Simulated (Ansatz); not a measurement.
# TaBe2BiO6: complex band structure, part 3 of 3

Aim: relax a made-up compound, TaBe2BiO6, and see how good a tunnel barrier it would be. It is built by putting Be for Ba in the Ba2TaBiO6 structure of space group C2/m, with the volume rescaled by atomic radii. The parent structure comes from the Materials Project.

Ansatz 0.2.0; r2SCAN DFT, plane waves, PAW files (the session's first sound run).

So far, gap on path (eV): step 3 (the bulk crystal and its band edges) 1.78.

The structure was built from a prototype and need not be the compound's stable phase.

## Step 6: Decaying states in the gap, plane (001)

Level of this step: r2SCAN DFT, plane waves, PAW files; complex bands by layer matching along the plane's normal (Ansatz).

The same for the (001) plane, at (0, 0), (-0.5, -0.5) and (0.2969, 0.2969), to see how the decay depends on direction.

The input, input.yaml:

```yaml
crystal:
  lattice:
    - [6.050566835, 0.0, 0.0]
    - [3.529157926, 4.914712947, 0.0]
    - [2.352074117, -1.897448047, 4.032192092]
  atoms:
    - { symbol: Be, position: [0.0074830211, 0.1770377887, 0.1695547676] }
    - { symbol: Be, position: [0.9925169789, 0.8229622113, 0.8304452324] }
    - { symbol: Ta, position: [0.5, 0.5, 0.0] }
    - { symbol: Bi, position: [0.5, 0.0, 0.5] }
    - { symbol: O, position: [0.6095704448, 0.1277926049, 0.0514799486] }
    - { symbol: O, position: [0.3904295552, 0.8722073951, 0.9485200514] }
    - { symbol: O, position: [0.0763126563, 0.6610503934, 0.0514799486] }
    - { symbol: O, position: [0.7516633701, 0.2815885436, 0.5299251735] }
    - { symbol: O, position: [0.9236873437, 0.3389496066, 0.9485200514] }
    - { symbol: O, position: [0.2483366299, 0.7184114564, 0.4700748265] }
kpoints:
  mp_grid: { grid: [6, 6, 6] }
scf:
  occupations: { method: fixed }
hamiltonian:
  xc: r2scan
output:
  eigenvalues: true
  transmission:
    leads: [[0, 0]]
    kpoints: [[0.0, 0.0], [-0.5, -0.5], [0.2969, 0.2969]]
    e_range: [-1.0, 2.78]
    de: 0.09
```

The run is started by

```console
ansatz run input.yaml --threads 2 --pin off --max-ram 4096MiB --backend cpu --events-out ev --progress --plain --runs-dir out
```

Numbers of over 12 decimals in the logs are rounded to 6 here.

Output:

```text
[...]
Crystal: 10 atoms, lattice volume = 119.904 Å³
Basis set: ecut = 500 eV, 3043 PW (Γ), exchange–correlation on 180×180×160 points (64 copies of the dense FFT grid, shifted against one another)
Bands: 44, of which v1, the nominal top of the filled ones, is band 34 counted from 1 (33 counted from 0)
Symmetry: 4 space group operations
[...]
k-points: 68 of 216
[...]
SCF iter   1: F=—  HF=-25960.897288 eV  |F-HF|=—  |Δ(HF+E_count)|=         —  Δρ=1.08e-2  dr2=1.68e-1  dr2_τ=5.97e-1  ethr=1.77e-3  ⟨swp⟩=5.0  Hψ=10761  notcnv=0  defer=536
[...]
SCF iter   8: F=-25961.167284 eV  HF=-25961.167284 eV  |F-HF|=5.86e-10  |Δ(HF+E_count)|=   2.59e-8  Δρ=2.37e-6  dr2=7.97e-9  dr2_τ=1.36e-9  ethr=1.47e-10  ⟨swp⟩=10.6  Hψ=12964  notcnv=0
SCF 1 converged in 8 iterations: F = -25961.167284 eV  dr2 = 7.97e-9
[...]
transmission: 8 of 24 steps passed
transmission: 16 of 24 steps passed
transmission: 24 of 24 steps passed
SCF converged after 8 iterations
Free energy (F): -25961.167284 eV
[...]
Internal energy: -25961.167284 eV  (E = F + TS)
E sigma→0 (E₀):  -25961.167284 eV
Fermi energy:    7.438802 eV
[...]
--- Band table (eV; the first three rows and the last of 68) ---
  k-point 0: bands = [... 30 lower, 6.4249, 6.5250, 6.6649, 7.4375, 10.2617, 11.5879, 12.0790, 12.4635, ... 6 higher]
  k-point 1: bands = [... 30 lower, 6.4106, 6.4580, 6.8451, 7.2355, 10.2638, 11.5992, 11.9009, 12.2887, ... 6 higher]
  k-point 2: bands = [... 30 lower, 6.2577, 6.3958, 6.8936, 6.9726, 10.3399, 11.2546, 11.5348, 11.7667, ... 6 higher]
  k-point 67: bands = [... 30 lower, 5.8306, 6.2846, 6.9561, 7.2267, 10.7633, 11.5532, 11.6316, 12.0367, ... 6 higher]
--- Transmission ---
  basis      : 309 plane waves across, 8 finite elements along
  points     : 3, as listed
[...]
crystal 0  : O6Be2Ta1Bi1, at the sites [0, 0], period 4.0322 Å: whole cells are its period
[...]
channels       : 0.000000e0 a spin
[...]
slowest decay  : 0.2898 /Å at (-0.5000, -0.5000)
```

Run time: 1.8 min. Hardware: 2 threads of Arm Neoverse V2, shared host; peak memory 1.2 GiB; 3.1 min of CPU time.

Numbers from this step:

```
decay constant at the filling level, zone centre          : 0.3611 Å⁻¹
decay constant at the filling level, slowest listed point : 0.2898 Å⁻¹
```

K parallel (0, 0); values up to 1.5 1/Å, a degenerate pair printed once or twice; energies at which all values exceed this have no row. Im kz of the slowest decaying states against energy, zero at the highest filled level on the SCF mesh:

```csv
energy (eV),decay 1 (Å⁻¹),decay 2 (Å⁻¹),decay 3 (Å⁻¹),decay 4 (Å⁻¹)
-1.0000,0.0573,0.233,0.239,0.248
-0.7300,0.106,0.130,0.186,0.293
-0.4600,0.0486,0.263,0.316,0.319
-0.2800,0.279,0.315,0.316,0.329
-0.0100,0.344,0.347,0.370,0.383
0.2600,0.261,0.354,0.392,0.402
0.5300,0.360,0.370,0.404,0.405
0.7100,0.361,0.405,0.414,0.447
0.9800,0.360,0.404,0.444,0.472
1.2500,0.356,0.402,0.465,0.493
1.5200,0.348,0.397,0.480,0.500
1.7900,0.335,0.389,0.491,0.501
1.9700,0.324,0.381,0.496,0.499
2.2400,0.303,0.365,0.488,0.500
2.5100,0.275,0.342,0.416,0.500
2.7800,0.233,0.237,0.307,0.497
```

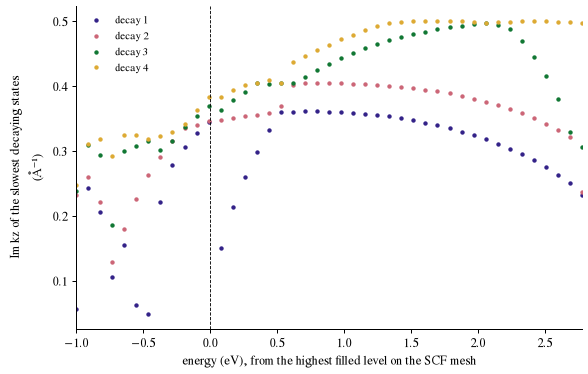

Im kz of the slowest decaying states, plotted against energy.

K parallel (-0.5, -0.5); values up to 1.5 1/Å, a degenerate pair printed once or twice; energies at which all values exceed this have no row. Im kz of the slowest decaying states against energy, zero at the highest filled level on the SCF mesh:

```csv
energy (eV),decay 1 (Å⁻¹),decay 2 (Å⁻¹),decay 3 (Å⁻¹),decay 4 (Å⁻¹)
-1.000,0.0801,0.233,0.336,0.471
-0.460,0.0659,0.0767,0.447,0.454
-0.010,0.242,0.278,0.333,0.485
0.530,0.296,0.359,0.378,0.385
0.980,0.283,0.387,0.446,0.448
1.520,0.184,0.384,0.501,0.508
1.970,0.370,0.521,0.542,0.552
2.510,0.336,0.526,0.552,0.563
```

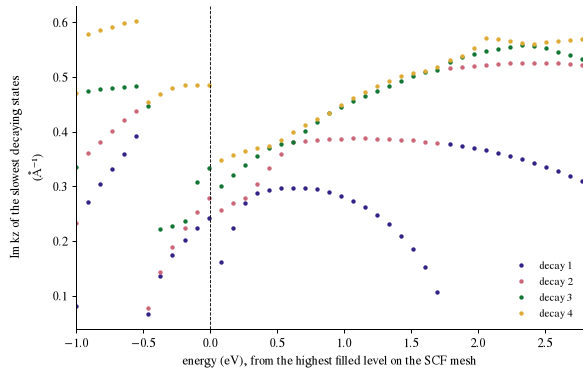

Im kz of the slowest decaying states, plotted against energy.

K parallel (-0.5, -0.5). Table of Re kz of states that move upwards by energy, zero at the highest filled level on the SCF mesh:

```csv
energy (eV),channel 1 (Å⁻¹),channel 2 (Å⁻¹),channel 3 (Å⁻¹)
-1.00,-0.354,-,-
-0.73,-0.206,-0.0340,0.727
-0.46,-0.0258,-,-
-0.10,-0.0322,-,-
-0.01,0.122,-,-
0.17,-,-,-
0.44,-,-,-
0.71,-,-,-
1.07,-,-,-
1.34,-,-,-
1.61,-,-,-
1.88,0.300,-,-
2.24,0.458,-,-
2.51,0.550,-,-
2.78,0.641,-,-
```

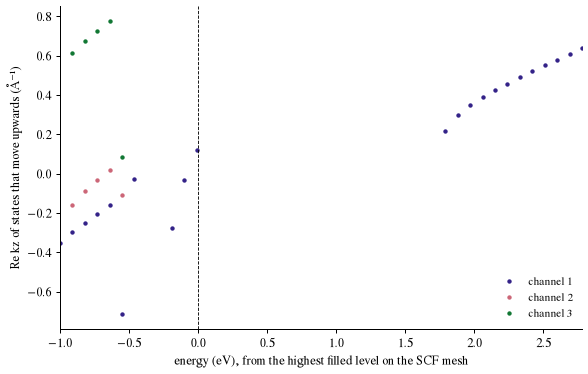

Re kz of states that move upwards against energy.

K parallel (0.2969, 0.2969); values up to 1.5 1/Å, a degenerate pair printed once or twice; energies at which all values exceed this have no row. The Im kz of the slowest decaying states by energy, zero at the highest filled level on the SCF mesh:

```csv
energy (eV),decay 1 (Å⁻¹),decay 2 (Å⁻¹),decay 3 (Å⁻¹),decay 4 (Å⁻¹)
-1.000,0.0911,0.137,0.233,0.252
-0.460,0.0353,0.0963,0.117,0.311
-0.010,0.265,0.293,0.346,0.348
0.530,0.358,0.363,0.369,0.397
0.980,0.373,0.404,0.411,0.449
1.520,0.329,0.364,0.418,0.483
1.970,0.175,0.345,0.413,0.478
2.510,0.303,0.394,0.456,0.521
```

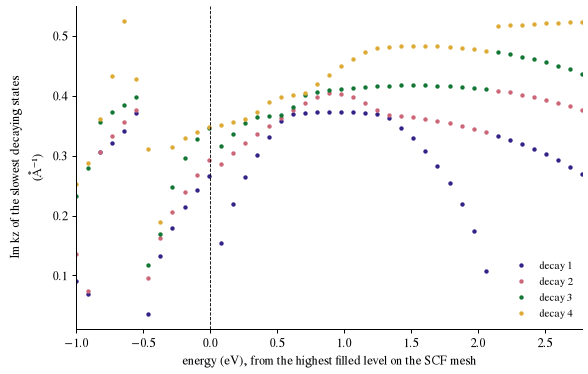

Im kz of the slowest decaying states, plotted against energy.

At the listed wavevectors the last open channel is at -0.01 eV and the next at +1.79 eV on the grid. At +0.89 eV, the grid energy nearest the filling level (the middle of the gap on the SCF mesh), the slowest state at the listed wavevectors decays with κ = 0.290 Å⁻¹, its amplitude falling by e over 3.5 Å; the first such run, plane (100), gave 0.261 Å⁻¹.

## Step 7: Band edges at another level, cutoff 420 eV

This step: PBEsol DFT, plane waves, PAW files (Ansatz 0.2.0).

The edges again with PBEsol, at the same atoms. Against that run the cutoff is 420 eV against 500.

The input, input.yaml:

```yaml
crystal:
  lattice:
    - [5.3744407959, -2.7618791716, -0.3110765069]
    - [5.3744407959, 2.7618791716, -0.3110765069]
    - [-3.9168787782, 0.0, 4.2656524913]
  atoms:
    - { symbol: Be, position: [0.1770377887, 0.1770377887, 0.1695547676] }
    - { symbol: Be, position: [0.8229622113, 0.8229622113, 0.8304452324] }
    - { symbol: Ta, position: [0.5, 0.5, 0.0] }
    - { symbol: Bi, position: [0.0, 0.0, 0.5] }
    - { symbol: O, position: [0.6610503934, 0.1277926049, 0.0514799486] }
    - { symbol: O, position: [0.3389496066, 0.8722073951, 0.9485200514] }
    - { symbol: O, position: [0.1277926049, 0.6610503934, 0.0514799486] }
    - { symbol: O, position: [0.2815885436, 0.2815885436, 0.5299251735] }
    - { symbol: O, position: [0.8722073951, 0.3389496066, 0.9485200514] }
    - { symbol: O, position: [0.7184114564, 0.7184114564, 0.4700748265] }
kpoints:
  mp_grid: { grid: [6, 6, 6] }
  band_path: { path: [VBM, CBM], npoints: 30 }
scf:
  occupations: { method: fixed }
hamiltonian:
  xc: pbesol
output:
  eigenvalues: true
```

Output:

```text
[...]
Crystal: 10 atoms, lattice volume = 119.904 Å³
Basis set: ecut = 420 eV, 2347 PW (Γ)
Bands: 44, of which v1, the nominal top of the filled ones, is band 34 counted from 1 (33 counted from 0)
Symmetry: 4 space group operations
[...]
k-points: 68 of 216
[...]
SCF iter   1: F=—  HF=-25600.790952 eV  |F-HF|=—  |Δ(HF+E_count)|=         —  Δρ=1.56e-2  dr2=2.40e-1  ethr=1.77e-3  ⟨swp⟩=4.9  Hψ=11100  notcnv=0  defer=539
[...]
SCF iter   7: F=-25600.732467 eV  HF=-25600.732467 eV  |F-HF|=1.88e-8  |Δ(HF+E_count)|=   5.42e-7  Δρ=8.25e-6  dr2=8.85e-8  ethr=1.47e-10  ⟨swp⟩=9.5  Hψ=14299  notcnv=0
SCF 1 converged in 7 iterations: F = -25600.732467 eV  dr2 = 8.85e-8
[...]
SCF converged after 7 iterations
Free energy (F): -25600.732467 eV
[...]
Internal energy: -25600.732467 eV  (E = F + TS)
E sigma→0 (E₀):  -25600.732467 eV
Fermi energy:    7.664462 eV
[...]
--- Band table (eV; the first three rows and the last of 68) ---
  k-point 0: bands = [... 30 lower, 6.6704, 6.6908, 6.9021, 7.6633, 10.0538, 11.2861, 11.8239, 12.1847, ... 6 higher]
  k-point 1: bands = [... 30 lower, 6.6536, 6.7001, 7.0175, 7.4527, 10.0433, 11.3001, 11.6543, 12.0097, ... 6 higher]
  k-point 2: bands = [... 30 lower, 6.5133, 6.6393, 7.1045, 7.1405, 10.1023, 11.0090, 11.2139, 11.4717, ... 6 higher]
  k-point 67: bands = [... 30 lower, 6.3395, 7.1183, 7.2698, 7.6636, 8.9773, 11.0478, 11.6273, 12.1000, ... 6 higher]
```

Elapsed: 20 s, on 2 threads; peak memory 0.56 GiB.

Numbers from this step:

* free energy: -25600.7325 eV
* Fermi energy: 7.664 eV
* gap on the k-mesh: 1.313 eV
* gap on path: 1.313 eV, by band count; negative where bands overlap
* direct gap on path: 1.314 eV

The electronic bands at the labelled points (eV, zero at the Fermi level (highest filled level under fixed occupations); v1 is the highest filled band, c1 the lowest empty one):

```csv
point,v4,v3,v2,v1,c1,c2,c3,c4
VBM,-1.18,-0.66,-0.55,0.00,1.66,3.58,3.88,4.53
CBM,-1.32,-0.55,-0.39,0.00,1.31,3.38,3.96,4.44
```

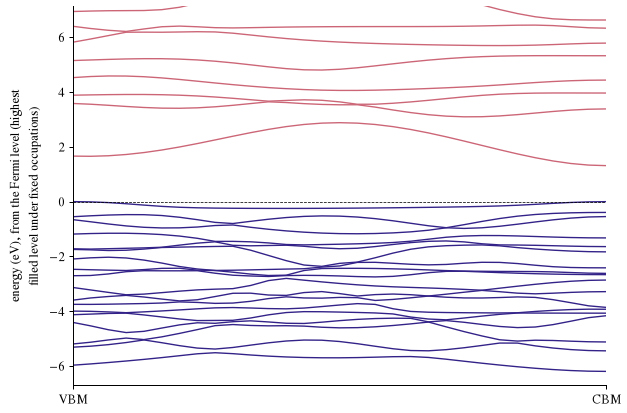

Electronic bands along the path; lines of filled and empty bands in two colours.

The searched edges give 1.31 eV, as on the mesh.

Between step 3 and this run (PBEsol and cutoff 420 eV) the value for the gap on path moves from 1.78 eV to 1.31 eV.

## Step 8: Complex bands at another level, cutoff 420 eV

This step: PBEsol DFT, plane waves, PAW files; complex bands by layer matching along the plane's normal (Ansatz 0.2.0).

The complex bands at that level, over its own gap, at (0, 0) and (-0.5, 0).

The input, input.yaml:

```yaml
crystal:
  lattice:
    - [5.791176956, 0.0, 0.0]
    - [0.0, 5.523758343, 0.0]
    - [-3.864150162, 2.761879172, 3.748296411]
  atoms:
    - { symbol: Be, position: [0.1695547676, 0.8229622113, 0.3540755774] }
    - { symbol: Be, position: [0.8304452324, 0.1770377887, 0.6459244226] }
    - { symbol: Ta, position: [0.0, 0.5, 0.0] }
    - { symbol: Bi, position: [0.5, 0.0, 0.0] }
    - { symbol: O, position: [0.0514799486, 0.8722073951, 0.7888429983] }
    - { symbol: O, position: [0.9485200514, 0.1277926049, 0.2111570017] }
    - { symbol: O, position: [0.0514799486, 0.3389496066, 0.7888429983] }
    - { symbol: O, position: [0.5299251735, 0.7184114564, 0.5631770872] }
    - { symbol: O, position: [0.9485200514, 0.6610503934, 0.2111570017] }
    - { symbol: O, position: [0.4700748265, 0.2815885436, 0.4368229128] }
kpoints:
  mp_grid: { grid: [6, 6, 6] }
scf:
  occupations: { method: fixed }
hamiltonian:
  xc: pbesol
output:
  eigenvalues: true
  transmission:
    leads: [[0, 0]]
    kpoints: [[0.0, 0.0], [-0.5, 0.0]]
    e_range: [-1.0, 2.31]
    de: 0.06
```

Output:

```text
[...]
Crystal: 10 atoms, lattice volume = 119.904 Å³
Basis set: ecut = 420 eV, 2347 PW (Γ)
Bands: 44, of which v1, the nominal top of the filled ones, is band 34 counted from 1 (33 counted from 0)
Symmetry: 4 space group operations
[...]
k-points: 68 of 216
[...]
SCF iter   1: F=—  HF=-25600.791199 eV  |F-HF|=—  |Δ(HF+E_count)|=         —  Δρ=1.56e-2  dr2=2.40e-1  ethr=1.77e-3  ⟨swp⟩=4.9  Hψ=11136  notcnv=0  defer=539
[...]
SCF iter   7: F=-25600.732452 eV  HF=-25600.732452 eV  |F-HF|=1.74e-8  |Δ(HF+E_count)|=   5.36e-7  Δρ=8.30e-6  dr2=8.97e-8  ethr=1.47e-10  ⟨swp⟩=9.3  Hψ=14295  notcnv=0
SCF 1 converged in 7 iterations: F = -25600.732452 eV  dr2 = 8.97e-8
[...]
transmission: 6 of 12 steps passed
transmission: 12 of 12 steps passed
SCF converged after 7 iterations
Free energy (F): -25600.732452 eV
[...]
Internal energy: -25600.732452 eV  (E = F + TS)
E sigma→0 (E₀):  -25600.732452 eV
Fermi energy:    7.664464 eV
[...]
--- Band table (eV; the first three rows and the last of 68) ---
  k-point 0: bands = [... 30 lower, 6.6704, 6.6908, 6.9021, 7.6633, 10.0538, 11.2861, 11.8239, 12.1847, ... 6 higher]
  k-point 1: bands = [... 30 lower, 6.2939, 6.8609, 6.9689, 7.4515, 9.8731, 11.4013, 11.4585, 12.1643, ... 6 higher]
  k-point 2: bands = [... 30 lower, 6.2053, 6.7279, 6.9761, 7.3884, 10.1956, 11.3028, 11.3648, 11.8609, ... 6 higher]
  k-point 67: bands = [... 30 lower, 6.3536, 6.5599, 6.7162, 7.3589, 9.9490, 11.1587, 11.8695, 12.1235, ... 6 higher]
--- Transmission ---
  basis      : 285 plane waves across, 6 finite elements along
  points     : 2, as listed
[...]
channels       : 0.000000e0 a spin
[...]
slowest decay  : 0.2239 /Å at (-0.5000, 0.0000)
```

Run time: 60 s. Hardware: 2 threads; peak memory 0.86 GiB.

This step gave:

* level to which the leads are filled: 0.6564 eV from the Fermi level
* decay constant at the filling level, zone centre: 0.3851 Å⁻¹
* decay constant at the filling level, slowest listed point: 0.2239 Å⁻¹

K parallel (0, 0); values up to 1.5 1/Å, a degenerate pair printed once or twice; energies at which all values exceed this have no row. Im kz of the slowest decaying states against energy, zero at the highest filled level on the SCF mesh:

```csv
energy (eV),decay 1 (Å⁻¹),decay 2 (Å⁻¹),decay 3 (Å⁻¹),decay 4 (Å⁻¹)
-1.0000,0.173,0.251,0.375,0.618
-0.7600,0.168,0.333,0.364,0.647
-0.5200,0.139,0.316,0.389,0.531
-0.2200,0.309,0.380,0.440,0.637
0.0200,0.0826,0.395,0.399,0.441
0.2600,0.275,0.403,0.448,0.522
0.5000,0.375,0.395,0.484,0.558
0.7400,0.381,0.454,0.510,0.588
0.9800,0.362,0.525,0.532,0.613
1.2200,0.337,0.570,0.591,0.633
1.5200,0.297,0.559,0.648,0.649
1.7600,0.252,0.547,0.613,0.653
2.0000,0.183,0.531,0.579,0.652
2.2400,0.511,0.544,0.644,0.715
```

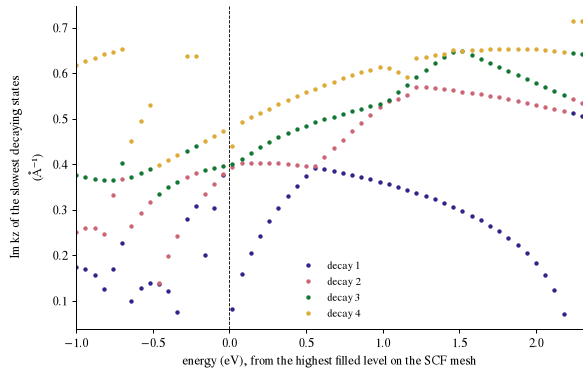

Im kz of the slowest decaying states, plotted against energy.

K parallel (-0.5, 0); values up to 1.5 1/Å, a degenerate pair printed once or twice; energies at which all values exceed this have no row. The Im kz of the slowest decaying states by energy, zero at the highest filled level on the SCF mesh:

```csv
energy (eV),decay 1 (Å⁻¹),decay 2 (Å⁻¹),decay 3 (Å⁻¹),decay 4 (Å⁻¹)
-1.000,0.151,0.178,0.273,0.349
-0.520,0.129,0.264,0.310,0.322
0.020,0.0974,0.268,0.338,0.370
0.500,0.243,0.367,0.373,0.504
0.980,0.174,0.378,0.471,0.522
1.520,0.372,0.518,0.551,0.554
2.000,0.343,0.479,0.491,0.614
```

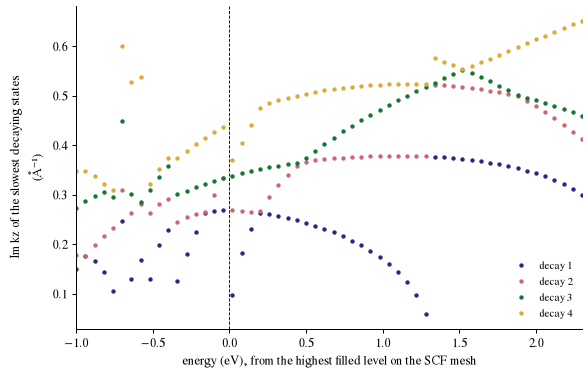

Im kz of the slowest decaying states against energy.

K parallel (-0.5, 0). The Re kz of states that move upwards by energy, zero at the highest filled level on the SCF mesh:

```csv
energy (eV),channel 1 (Å⁻¹),channel 2 (Å⁻¹),channel 3 (Å⁻¹)
-1.0000,-0.180,-,-
-0.7600,-0.0520,-,-
-0.5200,-0.322,0.0914,-
-0.2200,-0.0692,-,-
0.0200,-,-,-
0.2600,-,-,-
0.5000,-,-,-
0.7400,-,-,-
0.9800,-,-,-
1.2200,-,-,-
1.5200,0.435,-,-
1.7600,0.523,-,-
2.0000,0.607,-,-
2.2400,0.705,-,-
```

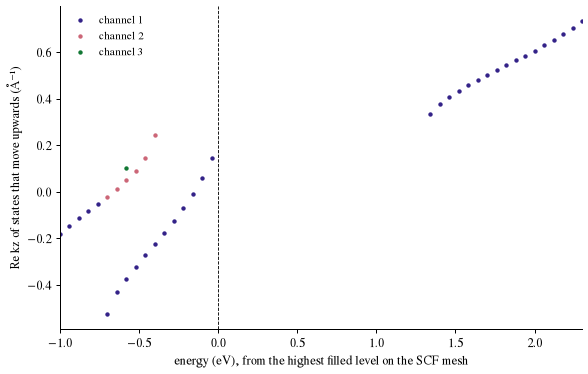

Re kz of states that move upwards against energy.

At the listed wavevectors the last open channel is at -0.04 eV and the next at +1.34 eV on the grid. At +0.68 eV, the grid energy nearest the filling level (the middle of the gap on the SCF mesh), the slowest state at the listed wavevectors decays with κ = 0.224 Å⁻¹, its amplitude falling by e over 4.5 Å; the first such run, plane (100), gave 0.261 Å⁻¹ over as many of its listed wavevectors.

## Step 9: Results

```
band gap                                         : 1.78 eV
least decay constant at mid-gap, normal to (100) : 0.261 Å⁻¹
least decay constant at mid-gap, normal to (001) : 0.290 Å⁻¹
least decay constant on a mesh, normal to (100)  : 0.264 Å⁻¹
least decay constant, PBEsol                     : 0.224 Å⁻¹
```

**Reading.** With r2SCAN, the slowest decay at the wavevectors tried is κ = 0.261 Å⁻¹, normal to (100). Through such a film the transmission near mid-gap falls as exp(−2κd), a factor of ten every 4.4 Å. The directions tried decay at nearly the same rate. A free electron under a barrier of half the gap would need a mass of 0.29 mₑ to decay at this rate. The slowest decay isn't at the zone centre. With PBEsol the gap goes from 1.78 to 1.31 eV and the decay constant, over the first 2 listed wavevectors, from 0.261 to 0.224 Å⁻¹. The compound is made up by substitution; its stability against other phases and against distortions of the cell's symmetry was not tested. r2SCAN still narrows gaps, if less than LDA and GGA do, while spin-orbit coupling, left out here, narrows them in compounds of heavy elements, so the error in κ can go either way.

[Logs are printed without paths, hosts, clocks, repeated set-up lines and the standing remarks that a program may print on its own settings, such as how far it seeks lower states.]

[Hosts, paths, dates, database ids (printed as entryN), source tags and the programs' standing remarks are cut or masked in the printed files.]

[New means built here by substitution; the compound itself may be known and measured.]
